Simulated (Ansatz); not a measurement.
**Abstraction of Br: SiH2(SiH3)Br + SiH(CH3)2 → SiH3(SiH2) + SiH(CH3)2Br**

Species: SiH2(SiH3)Br, singlet; SiH(CH3)2, doublet; SiH3(SiH2), doublet; SiH(CH3)2Br, singlet. A radical takes Br: the energy is the difference in strength between two Si–Br bonds in different surroundings.

Shapes, held fixed at every level: PBE0-D4/def2-TZVP. Programs: Ansatz 0.2.0. The zero-point and thermal change to 298 K, harmonic and unscaled (PBE0-D4/def2-TZVP), is -0.7 kJ/mol.

```csv
level,kind,ΔH(298 K) (kJ/mol),less CCSD(T)/def2-TZVPP
r2SCAN-D4/def2-TZVPP,meta-GGA,-38.6,+1.0
BHLYP-D4/def2-TZVPP,global hybrid,-37.6,+2.0
wB97X-V/def2-TZVPP,range-separated hybrid,-37.3,+2.3
B2PLYP/def2-TZVPP,double hybrid,-36.2,+3.4
CCSD(T)/def2-SVP,coupled cluster or CI,-38.6,+1.0
CCSD/def2-SVP,coupled cluster or CI,-38.8,+0.8
CCSD(T)/def2-TZVPP,coupled cluster or CI,-39.6,0.0
```

The highest level, CCSD(T)/def2-TZVPP, gives ΔH(298 K) = -39.6 kJ/mol; the levels span -39.6 to -36.2. The column of differences is taken from that level and isn't an error. No measured value is set beside it here. Open shells run unrestricted unless RO is named. Relativity is left out for Br unless named. Correlated rows may include outer-core shells of Br, which these sets cover unevenly.

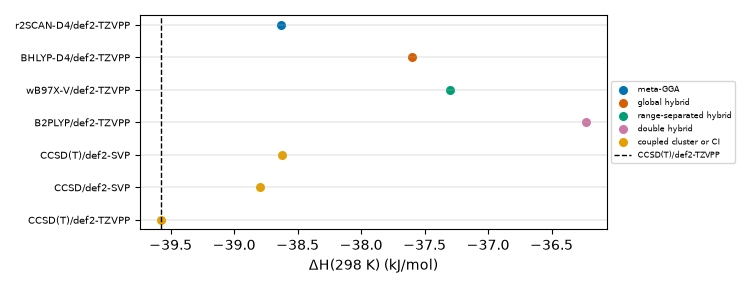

The values of the table, level by level.
